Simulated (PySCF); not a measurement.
Geometry relaxation of C$_{4}$H$_{9}$BGeO$_{2}$

- system: C$_{4}$H$_{9}$BGeO$_{2}$, SMILES OB(O)C1=C[CH2][GeH2][CH2]1
- method: PBE0-D3(BJ)/def2-SVP geometry optimisation, gas phase (PySCF 2.14.0)

It belongs to a series of runs on one base structure; here: H on C replaced by B(OH)2.

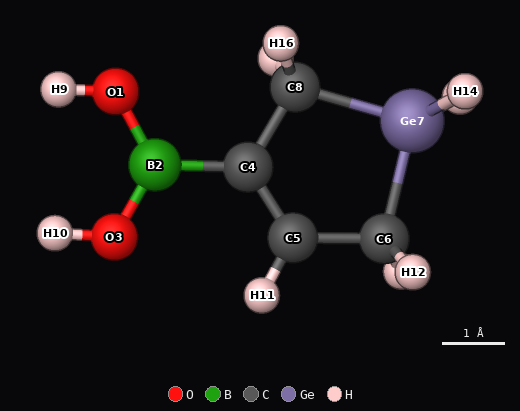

**Figure 1.** The starting structure (ball-and-stick view, seen at a tilt; atoms are numbered from 1 in the order of the input). Sticks mark near contacts. Bond lengths as drawn: B–C 1.53 Å, B–O 1.35 Å, C–C 1.36 to 1.52 Å, C–Ge 1.97 to 1.98 Å, C–H 1.07 to 1.09 Å, Ge–H 1.51 to 1.52 Å and H–O 0.94 to 0.97 Å.

Input:
```
{"job": {"xc": "PBE0", "basis": "def2-SVP", "d3": "d3bj", "grid": 1, "shake": 0.01, "kind": "geom"}, "charge": 0, "multiplicity": 1}
O      2.607220     1.208130     0.016310
B      1.975130     0.016660    -0.097520
O      2.650050    -1.138640    -0.290070
C      0.451290    -0.038790    -0.007180
C     -0.265820    -1.182230    -0.175440
C     -1.762430    -1.213510    -0.085490
Ge    -2.235210     0.685810     0.142220
C     -0.334580     1.235860     0.267860
H      3.540670     1.252850    -0.031840
H      3.621480    -1.067020    -0.327240
H      0.252000    -2.103750    -0.349550
H     -2.166510    -1.682800    -0.971940
H     -2.094440    -1.827780     0.751610
H     -3.016890     1.269300    -1.020020
H     -3.096520     0.964800     1.355520
H     -0.054980     2.017210    -0.428320
H     -0.086970     1.615740     1.261270
```

The first line tells a small driver script what to run in PySCF; the rest is the geometry in Å.

Machine: 1 CPU thread, shared host.

Launched with:
```bash
OMP_NUM_THREADS=1 python <driver script> task.json out
```

What the program printed:
```
step   0  E = -2409.10280151  max force = 0.034075
step   1  E = -2409.10657049  max force = 0.011454
step   2  E = -2409.10758542  max force = 0.002892
step   3  E = -2409.10779128  max force = 0.006890
step   4  E = -2409.10801527  max force = 0.001577
step   5  E = -2409.10803891  max force = 0.000799
step   6  E = -2409.10805017  max force = 0.000891
step   7  E = -2409.10805383  max force = 0.000768
step   8  E = -2409.10804913  max force = 0.000554
step   9  E = -2409.10804913  max force = 0.000654
step  10  E = -2409.10805323  max force = 0.000294
optimisation converged
```

Trajectory as extended XYZ (Å, eV, eV/Å), 6 of the 11 frames kept, from step=0 to step=10:
```
17
Properties=species:S:1:pos:R:3:forces:R:3 step=0 energy=-65555.02629
O     2.6072    1.2081    0.0163   -1.4494   0.8533   0.2221
B     1.9751    0.0167   -0.0975    0.7494  -0.1512  -0.0536
O     2.6500   -1.1386   -0.2901    1.0890  -0.8035  -0.1522
C     0.4513   -0.0388   -0.0072   -1.7522  -0.0571  -0.0161
C    -0.2658   -1.1822   -0.1754    0.1414   1.1043   0.4222
C    -1.7624   -1.2135   -0.0855    0.4804   0.4717   0.1064
Ge   -2.2352    0.6858    0.1422    0.5745  -0.1893  -0.0712
C    -0.3346    1.2359    0.2679   -0.2317  -0.6787   0.0681
H     3.5407    1.2529   -0.0318    1.3621  -0.1558  -0.1073
H     3.6215   -1.0670   -0.3272   -0.7557  -0.0039   0.0164
H     0.2520   -2.1037   -0.3496    0.4887  -0.8077  -0.2107
H    -2.1665   -1.6828   -0.9719   -0.4338  -0.2299  -0.6175
H    -2.0944   -1.8278    0.7516   -0.1251  -0.2340   0.3943
H    -3.0169    1.2693   -1.0200   -0.0825   0.1545  -0.4724
H    -3.0965    0.9648    1.3555   -0.1486   0.0450   0.5353
H    -0.0550    2.0172   -0.4283    0.0814   0.4938  -0.4031
H    -0.0870    1.6157    1.2613    0.0121   0.1885   0.3393
17
Properties=species:S:1:pos:R:3:forces:R:3 step=2 energy=-65555.15647
O     2.5533    1.3183   -0.1219   -0.0252   0.1368  -0.0196
B     1.9760    0.0819   -0.1853    0.0826  -0.0718   0.0939
O     2.6999   -1.0598   -0.4017   -0.0707  -0.0245  -0.1487
C     0.4259   -0.0096    0.0075   -0.0023  -0.0190  -0.0387
C    -0.2240   -1.1874   -0.1125    0.0510  -0.0556  -0.0290
C    -1.7172   -1.2872    0.0178   -0.0026  -0.0035  -0.0159
Ge   -2.2489    0.5963    0.2519    0.0006   0.0339   0.0025
C    -0.3872    1.2321    0.3010    0.0188   0.0401   0.0553
H     3.5123    1.3314   -0.1941   -0.0380  -0.0217  -0.0158
H     3.6082   -0.9160   -0.6845   -0.0359  -0.0187   0.1180
H     0.3496   -2.0985   -0.3214    0.0156   0.0000  -0.0033
H    -2.1678   -1.7566   -0.8729    0.0071   0.0080   0.0053
H    -2.0127   -1.9179    0.8741    0.0255   0.0138   0.0083
H    -3.0564    1.1482   -0.9401   -0.0033  -0.0101  -0.0087
H    -3.0476    0.8567    1.5441    0.0061  -0.0012   0.0112
H    -0.1762    2.0372   -0.4204   -0.0241  -0.0152  -0.0138
H    -0.1271    1.6458    1.2900   -0.0053   0.0087  -0.0010
17
Properties=species:S:1:pos:R:3:forces:R:3 step=4 energy=-65555.16817
O     2.5476    1.3366   -0.1400   -0.0726  -0.0147   0.0278
B     1.9703    0.0976   -0.1988    0.0811   0.0194  -0.0124
O     2.6835   -1.0507   -0.4073    0.0442  -0.0185  -0.0134
C     0.4221    0.0030   -0.0224   -0.0477   0.0087  -0.0007
C    -0.2154   -1.1806   -0.1509   -0.0061   0.0433   0.0249
C    -1.7048   -1.2943    0.0088    0.0149   0.0122  -0.0260
Ge   -2.2520    0.5830    0.2706    0.0133  -0.0227  -0.0029
C    -0.3972    1.2372    0.2923   -0.0029  -0.0343   0.0292
H     3.5033    1.3417   -0.2350    0.0471   0.0206  -0.0173
H     3.6300   -0.9328   -0.5315   -0.0594   0.0011   0.0107
H     0.3680   -2.0810   -0.3756    0.0013  -0.0215   0.0037
H    -2.1718   -1.7606   -0.8740   -0.0131  -0.0137  -0.0062
H    -1.9702   -1.9315    0.8695    0.0023  -0.0071   0.0061
H    -3.0908    1.1270   -0.9028   -0.0055   0.0073  -0.0071
H    -3.0236    0.8255    1.5820   -0.0104  -0.0032   0.0125
H    -0.2113    2.0446   -0.4320    0.0028   0.0125  -0.0226
H    -0.1275    1.6501    1.2786    0.0106   0.0106  -0.0063
17
Properties=species:S:1:pos:R:3:forces:R:3 step=6 energy=-65555.16912
O     2.5352    1.3542   -0.1266    0.0353   0.0086  -0.0035
B     1.9724    0.1100   -0.1968   -0.0231   0.0020   0.0046
O     2.6921   -1.0317   -0.4178   -0.0416  -0.0006   0.0070
C     0.4219    0.0044   -0.0193    0.0458  -0.0046   0.0034
C    -0.2070   -1.1834   -0.1469   -0.0034  -0.0096  -0.0120
C    -1.6961   -1.3067    0.0048   -0.0094  -0.0113   0.0111
Ge   -2.2555    0.5657    0.2720   -0.0105   0.0021  -0.0002
C    -0.4051    1.2330    0.2934    0.0015   0.0092  -0.0120
H     3.4896    1.3811   -0.2436   -0.0363  -0.0041   0.0044
H     3.6374   -0.9069   -0.5296    0.0373   0.0079  -0.0054
H     0.3811   -2.0832   -0.3662   -0.0018   0.0152   0.0014
H    -2.1596   -1.7767   -0.8788    0.0097   0.0044   0.0053
H    -1.9586   -1.9468    0.8649   -0.0042  -0.0012  -0.0041
H    -3.0966    1.1103   -0.9010    0.0019  -0.0016   0.0083
H    -3.0314    0.7991    1.5844    0.0057  -0.0067  -0.0090
H    -0.2267    2.0385   -0.4369   -0.0062  -0.0131   0.0056
H    -0.1331    1.6539    1.2757   -0.0007   0.0035  -0.0049
17
Properties=species:S:1:pos:R:3:forces:R:3 step=8 energy=-65555.16909
O     2.5078    1.4074   -0.1073   -0.0058   0.0275  -0.0158
B     1.9694    0.1539   -0.1926   -0.0201   0.0054   0.0058
O     2.7105   -0.9716   -0.4235    0.0285  -0.0086   0.0056
C     0.4220    0.0158   -0.0205    0.0101  -0.0045  -0.0099
C    -0.1790   -1.1865   -0.1483   -0.0216   0.0005   0.0053
C    -1.6651   -1.3449    0.0025    0.0034  -0.0067   0.0159
Ge   -2.2678    0.5126    0.2788    0.0009   0.0041  -0.0123
C    -0.4346    1.2265    0.2821    0.0064  -0.0034   0.0088
H     3.4583    1.4580   -0.2395    0.0157  -0.0073   0.0104
H     3.6565   -0.8285   -0.5144   -0.0136  -0.0021  -0.0071
H     0.4305   -2.0718   -0.3653    0.0058   0.0003   0.0019
H    -2.1170   -1.8221   -0.8826    0.0017   0.0032  -0.0097
H    -1.9131   -1.9947    0.8595   -0.0002  -0.0008  -0.0034
H    -3.1299    1.0443   -0.8840   -0.0080  -0.0067  -0.0003
H    -3.0398    0.7203    1.5966    0.0041   0.0006   0.0084
H    -0.2854    2.0236   -0.4632    0.0004  -0.0014  -0.0065
H    -0.1633    1.6723    1.2533   -0.0078  -0.0001   0.0028
17
Properties=species:S:1:pos:R:3:forces:R:3 step=10 energy=-65555.16920
O     2.4930    1.4386   -0.1128   -0.0151  -0.0001  -0.0111
B     1.9672    0.1789   -0.1933    0.0100  -0.0014   0.0016
O     2.7220   -0.9396   -0.4175    0.0108   0.0034   0.0038
C     0.4218    0.0224   -0.0229   -0.0149   0.0011  -0.0054
C    -0.1646   -1.1876   -0.1468    0.0024   0.0037   0.0052
C    -1.6483   -1.3651    0.0046    0.0034  -0.0001   0.0040
Ge   -2.2743    0.4845    0.2823    0.0012   0.0011  -0.0056
C    -0.4508    1.2231    0.2747    0.0029  -0.0009   0.0040
H     3.4449    1.4940   -0.2326    0.0108   0.0013   0.0044
H     3.6654   -0.7854   -0.5157   -0.0103  -0.0009  -0.0033
H     0.4570   -2.0651   -0.3615    0.0022  -0.0046   0.0034
H    -2.0939   -1.8455   -0.8821    0.0014   0.0023  -0.0040
H    -1.8880   -2.0197    0.8601   -0.0013  -0.0036  -0.0007
H    -3.1529    1.0021   -0.8745   -0.0056  -0.0045   0.0005
H    -3.0391    0.6826    1.6060    0.0038   0.0015   0.0057
H    -0.3158    2.0160   -0.4779    0.0016   0.0020  -0.0034
H    -0.1835    1.6806    1.2415   -0.0032  -0.0004   0.0009
```

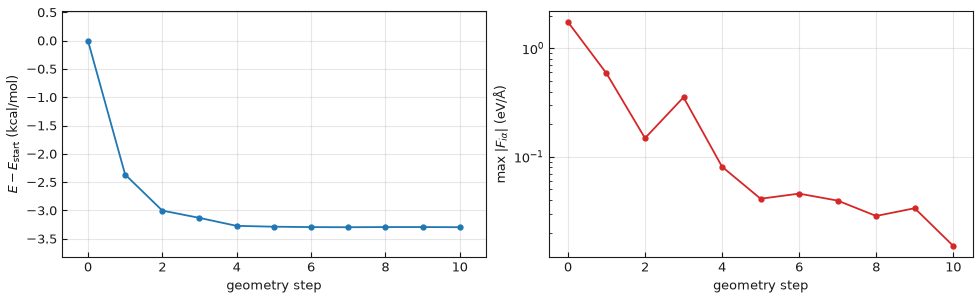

**Figure 2.** Progress of the relaxation, step by step (steps are counted from 0).

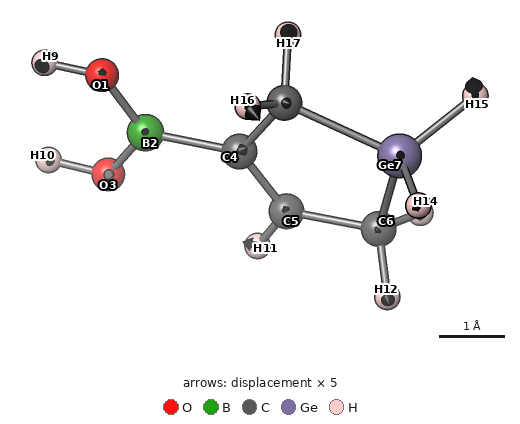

**Figure 3.** The starting structure with the displacements as black arrows, magnified 5 times (ball-and-stick view, seen at a tilt). The two geometries are laid on each other by the best rigid fit. Over 10 geometry steps the energy falls by 3.30 kcal/mol. Largest force component: 1.8 eV/Å at the start, 0.015 eV/Å at the end. The largest move after the best rigid fit is that of H15, 0.10 Å. Largest moves by element: H 0.10 Å, C 0.04 Å, O 0.03 Å, Ge 0.02 Å, B 0.02 Å. Among the contacts that change: B2–C4 1.528 → 1.563 Å, Ge7–H15 1.514 → 1.542 Å, O1–H9 0.936 → 0.961 Å, C5–H11 1.071 → 1.097 Å. Among the angles that change: B2–O1–H9 120.2° → 115.2°, H14–Ge7–H15 104.5° → 108.6°, B2–C4–C5 123.3° → 120.6°. (Atoms are counted from 1 in the order of the input.)

Key numbers:

| quantity | value |
| --- | --- |
| outcome | converged |
| total energy | −2409.108053 hartree |
| dipole moment | 2.92 D |
| point group | C1 |
| wall time | 3.1 min |
| peak memory | 0.74 GiB |
